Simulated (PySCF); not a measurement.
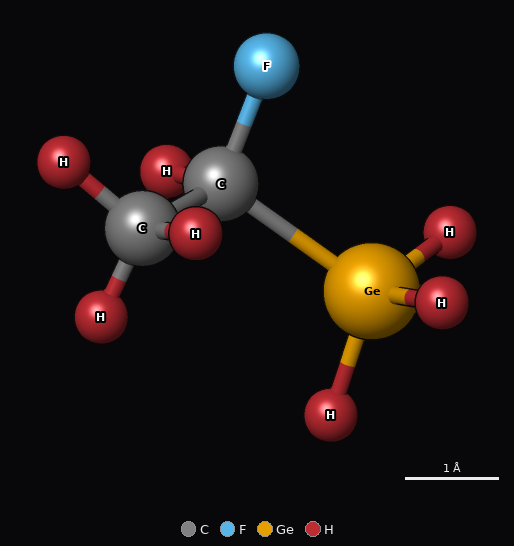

Fig. 1: The starting structure (ball-and-stick view, seen at a tilt). Sticks mark near contacts. Bond lengths as drawn: C–C 1.51 Å, C–F 1.39 Å, C–Ge 2.02 Å, C–H 1.07 to 1.12 Å and Ge–H 1.46 to 1.50 Å.

# Geometry relaxation of C₂H₇FGe

- system: C₂H₇FGe
- method: PBE0-D3(BJ)/def2-SVP geometry optimisation, gas phase (PySCF 2.14.0)

**Input file**
```
{"job": {"xc": "PBE0", "basis": "def2-SVP", "d3": "d3bj", "grid": 1, "maxiter": 30, "shake": 0.01, "kind": "geom"}, "charge": 0, "multiplicity": 1}
C     -1.415680    -0.284150    -0.047090
C     -0.246080     0.666480    -0.007180
F     -0.281520     1.383940     1.182120
Ge     1.555270    -0.256030    -0.044720
H     -2.368360     0.295350     0.023860
H     -1.436740    -0.797230    -0.996060
H     -1.375290    -0.975060     0.768730
H     -0.297850     1.434800    -0.797920
H      1.719520    -0.949780    -1.329150
H      2.618570     0.726900     0.167130
H      1.566270    -1.271050     1.064620
```

The first line tells a small driver script what to run in PySCF; the rest is the geometry in Å.

Run on 1 CPU thread, shared host.

Launched with:
```bash
OMP_NUM_THREADS=1 python <driver script> task.json out
```

**What the program printed**
```
step   0  E = -2256.39599834  max force = 0.034935
step   1  E = -2256.40114329  max force = 0.007967
step   2  E = -2256.40217010  max force = 0.001952
step   3  E = -2256.40229826  max force = 0.000673
step   4  E = -2256.40233897  max force = 0.000574
step   5  E = -2256.40234991  max force = 0.000320
optimisation converged
```

**Trajectory as extended XYZ (Å, eV, eV/Å), 6 frames, from step=0 to step=5**
```
11
Properties=species:S:1:pos:R:3:forces:R:3 step=0 energy=-61399.66252
C    -1.4157   -0.2842   -0.0471   -0.4863   1.6500  -0.3975
C    -0.2461    0.6665   -0.0072    0.6470   0.0100   0.2769
F    -0.2815    1.3839    1.1821   -0.0164  -0.0238   0.2281
Ge    1.5553   -0.2560   -0.0447   -1.7964   0.3150   0.4899
H    -2.3684    0.2954    0.0239    0.3897  -0.2747   0.0680
H    -1.4367   -0.7972   -0.9961    0.0088  -0.5556  -0.5807
H    -1.3753   -0.9751    0.7687    0.0310  -0.7953   0.7368
H    -0.2979    1.4348   -0.7979   -0.0308  -0.2490  -0.2449
H     1.7195   -0.9498   -1.3292    0.2048  -0.6594  -1.2727
H     2.6186    0.7269    0.1671    1.0579   1.0095   0.1877
H     1.5663   -1.2711    1.0646   -0.0091  -0.4268   0.5083
11
Properties=species:S:1:pos:R:3:forces:R:3 step=1 energy=-61399.80253
C    -1.5116    0.2177   -0.3544    0.1013  -0.4097   0.1063
C    -0.1571    0.8696   -0.2843    0.0099   0.0591  -0.1390
F    -0.0815    1.6438    0.8651    0.0082   0.0090  -0.0010
Ge    1.3834   -0.3725   -0.2238    0.3950   0.1147  -0.1582
H    -2.3051    0.9723   -0.2671   -0.0869   0.0258  -0.0119
H    -1.6277   -0.3204   -1.3117   -0.0381   0.0694   0.1075
H    -1.6202   -0.5158    0.4687   -0.1295   0.1703  -0.1702
H    -0.0112    1.5433   -1.1536   -0.0046  -0.0447   0.1391
H     1.5432   -1.1359   -1.5818   -0.0554   0.1800   0.3565
H     2.6100    0.5647    0.0053   -0.1726  -0.3569  -0.0481
H     1.2533   -1.3908    0.9410   -0.0272   0.1829  -0.1811
11
Properties=species:S:1:pos:R:3:forces:R:3 step=2 energy=-61399.83047
C    -1.5113    0.2066   -0.3524    0.0958  -0.0660   0.0076
C    -0.1571    0.8739   -0.2821   -0.0161  -0.0490  -0.0091
F    -0.0865    1.6484    0.8676   -0.0153   0.0076   0.0238
Ge    1.3987   -0.3531   -0.2288    0.0623   0.1004  -0.0530
H    -2.3115    0.9590   -0.2758   -0.0028   0.0101  -0.0216
H    -1.6278   -0.3306   -1.3061   -0.0071   0.0109  -0.0048
H    -1.6443   -0.5193    0.4653   -0.0027   0.0394  -0.0024
H    -0.0175    1.5508   -1.1446   -0.0477   0.0151   0.0154
H     1.5389   -1.1165   -1.5629   -0.0241   0.0115   0.0255
H     2.6509    0.5151   -0.0003   -0.0127  -0.0733  -0.0086
H     1.2429   -1.3582    0.9235   -0.0296  -0.0067   0.0272
11
Properties=species:S:1:pos:R:3:forces:R:3 step=3 energy=-61399.83395
C    -1.5017    0.1995   -0.3537    0.0037  -0.0101  -0.0119
C    -0.1571    0.8806   -0.2792    0.0332   0.0072   0.0027
F    -0.0957    1.6522    0.8736   -0.0147  -0.0038   0.0079
Ge    1.3998   -0.3423   -0.2306   -0.0146   0.0191   0.0082
H    -2.3084    0.9464   -0.2847    0.0003  -0.0033  -0.0143
H    -1.6114   -0.3390   -1.3071    0.0032  -0.0068  -0.0078
H    -1.6347   -0.5220    0.4660    0.0017  -0.0035   0.0238
H    -0.0296    1.5621   -1.1392   -0.0197   0.0276   0.0033
H     1.5205   -1.1086   -1.5603   -0.0112  -0.0230  -0.0346
H     2.6696    0.4910   -0.0044    0.0307   0.0070   0.0026
H     1.2241   -1.3437    0.9230   -0.0127  -0.0103   0.0202
11
Properties=species:S:1:pos:R:3:forces:R:3 step=4 energy=-61399.83506
C    -1.4936    0.1935   -0.3558   -0.0229   0.0097  -0.0149
C    -0.1566    0.8889   -0.2763    0.0270   0.0295   0.0075
F    -0.1051    1.6558    0.8805   -0.0075  -0.0148  -0.0044
Ge    1.3993   -0.3348   -0.2311   -0.0233  -0.0187   0.0124
H    -2.3086    0.9323   -0.2954    0.0013  -0.0053  -0.0066
H    -1.5932   -0.3488   -1.3082    0.0076  -0.0127  -0.0004
H    -1.6242   -0.5251    0.4671    0.0052  -0.0067   0.0134
H    -0.0378    1.5765   -1.1328   -0.0024   0.0135   0.0071
H     1.5028   -1.1050   -1.5614   -0.0033  -0.0125  -0.0172
H     2.6838    0.4766   -0.0074    0.0160   0.0190   0.0000
H     1.2086   -1.3336    0.9242    0.0023  -0.0010   0.0030
11
Properties=species:S:1:pos:R:3:forces:R:3 step=5 energy=-61399.83536
C    -1.4895    0.1901   -0.3583   -0.0164   0.0101  -0.0110
C    -0.1568    0.8941   -0.2737    0.0072   0.0160   0.0075
F    -0.1118    1.6559    0.8864   -0.0023  -0.0125  -0.0041
Ge    1.3979   -0.3313   -0.2307   -0.0081  -0.0165   0.0014
H    -2.3104    0.9227   -0.3047   -0.0003  -0.0034  -0.0033
H    -1.5799   -0.3565   -1.3094    0.0058  -0.0099   0.0038
H    -1.6179   -0.5266    0.4670    0.0014  -0.0012   0.0028
H    -0.0407    1.5863   -1.1269    0.0050   0.0060   0.0070
H     1.4927   -1.1036   -1.5618    0.0005  -0.0016   0.0003
H     2.6881    0.4738   -0.0101    0.0010   0.0101  -0.0027
H     1.2036   -1.3289    0.9255    0.0062   0.0029  -0.0017
```

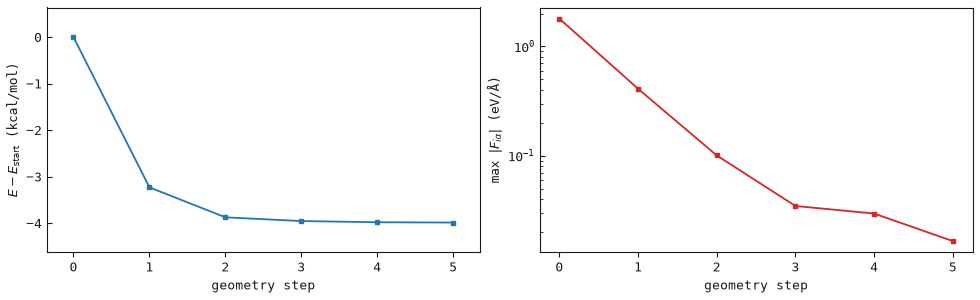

Fig. 2: Progress of the relaxation, step by step (steps are counted from 0).

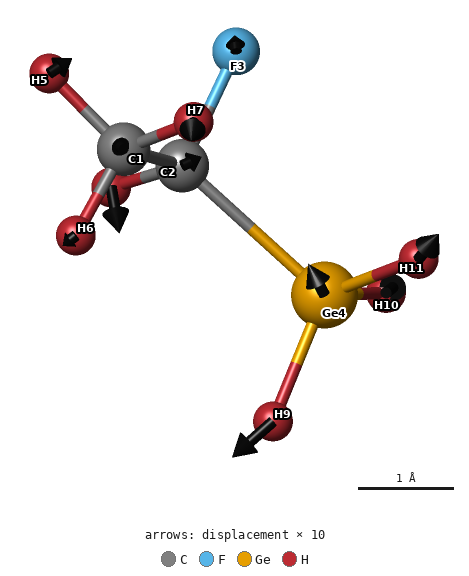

Fig. 3: The starting structure with the displacements as black arrows, magnified 10 times (ball-and-stick view, seen at a tilt). The two geometries are laid on each other by the best rigid fit. H9 moves most after the best rigid fit: 0.058 Å. Largest moves by element: H 0.058 Å, Ge 0.039 Å, C 0.023 Å, F 0.021 Å. Distances before and after: Ge4–H10 1.463 → 1.537 Å, Ge4–H9 1.469 → 1.542 Å, C2–Ge4 2.024 → 1.980 Å, Ge4–H11 1.504 → 1.539 Å. Among the angles that change: H6–C1–H7 111.4° → 108.4°, F3–C2–H8 104.6° → 107.3°, C1–C2–H8 112.6° → 110.0°. Over 5 geometry steps the energy falls by 3.99 kcal/mol. Largest force component: 1.8 eV/Å at the start, 0.017 eV/Å at the end. (Atoms are counted from 1 in the order of the input.)

**Results in brief**

```tsv
quantity	value
outcome	converged
total energy	−2256.402350 hartree
dipole moment	1.61 D
point group	C1
wall time	25 s
peak memory	0.46 GiB
```
